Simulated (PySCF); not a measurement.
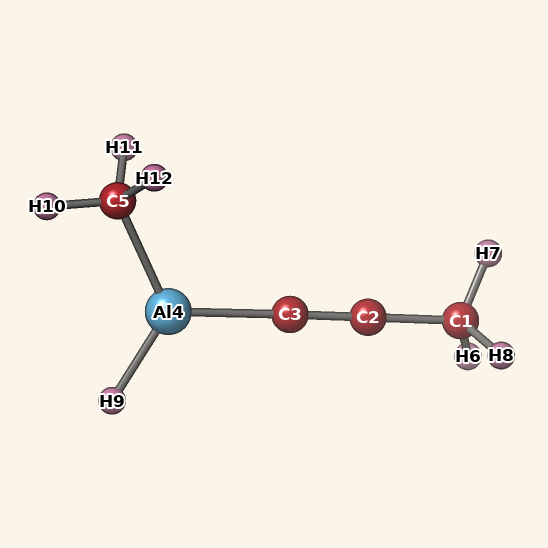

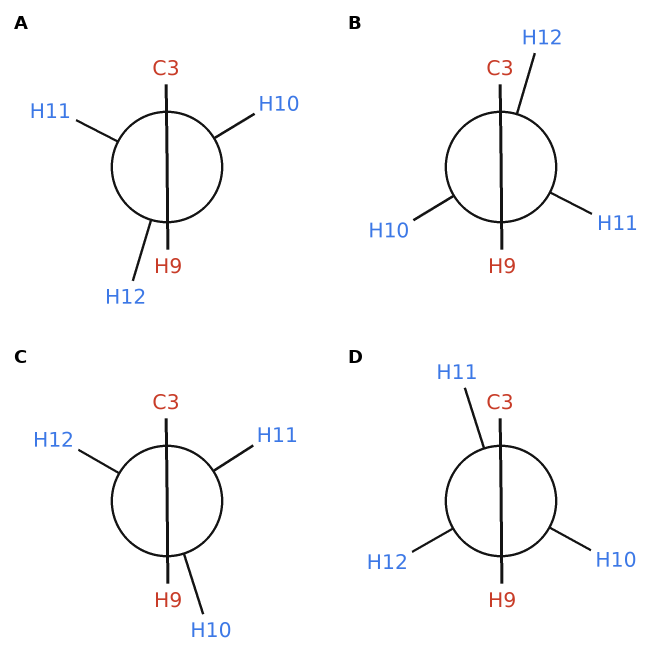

Distant atoms are faded towards the background colour. Bonds that would overlap in a projection are set slightly apart. The computed structure is the end point of a PBE0-D3(BJ)/def2-SVP optimisation. No frequency run is at hand to confirm it as a minimum.

**Which Newman projection shows the view along Al4–C5, with Al4 in front?**

C. The torsion angle C3–Al4–C5–H10 is 179°, antiperiplanar (anti).
